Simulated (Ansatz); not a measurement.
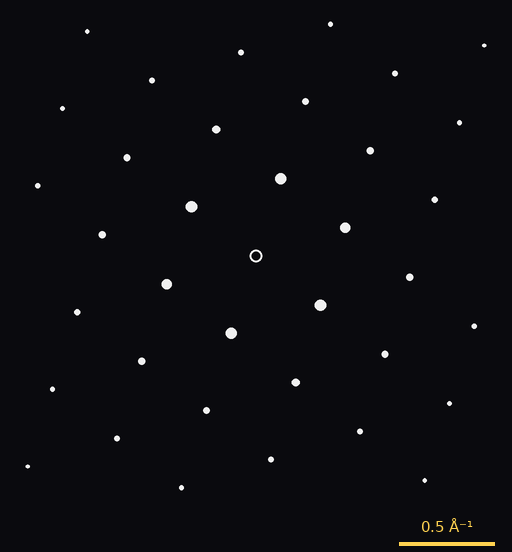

Kinematic zone-axis pattern, calculated for 200 keV electrons with B = 0.8 Å².

What net do the spots form, and what spacings does it show?

The spots form a centred rectangular net with both shortest vectors at d = 2.34 Å, 70.5° apart.

What is the point symmetry of the pattern, intensities included?

2mm.

What was simulated?

This cannot be fixed from one zone alone; the pattern is [110] of Al, space group Fm-3m (No. 225), a = 4.05 Å. The net vectors are -1 1 -1 and -1 1 1. Structure: the input geometry of an electronic-structure calculation (not necessarily at equilibrium).
